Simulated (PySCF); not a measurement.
I4Si, SMILES `I[Si](I)(I)I`.

Level of theory: ωB97X/def2-TZVP (PySCF), at a geometry from GFN2-xTB. Core potentials replace the inner electrons of I; spin–orbit coupling isn't included. No frequency check shows the geometry to be a minimum. GFN2-xTB bond lengths at metals and heavier atoms can be off by up to 0.1 Å and shapes distorted, which carries into these values.

Geometry (Å), atoms numbered from 1:

```
I1      -1.3671    1.4851   -1.4268
Si2     -0.0000   -0.0004   -0.0000
I3       1.3671   -1.4851   -1.4268
I4       1.4853    1.3669    1.4268
I5      -1.4853   -1.3668    1.4268
```

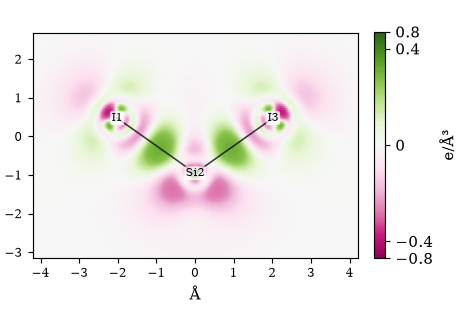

Deformation density (molecule less spherical, spin-averaged free atoms) in the plane of I1, Si2 and I3; colour scale in e/Å³, logarithmic beyond ±0.1; green: gain, pink: loss.

Q: Describe the bonding that the map shows.

A: Si2–I3 and I1–Si2: +0.12 e/Å³ at the bond critical point (bond length 2.47 Å, Mayer order 1.2). In all, 1.2 electrons gather in the regions of gain relative to the promolecule. A small or negative value marks a very polar bond, one between electron-rich atoms, whose free-atom densities already overlap strongly, a long bond to a heavier atom, or a closed-shell contact such as a hydrogen bond.
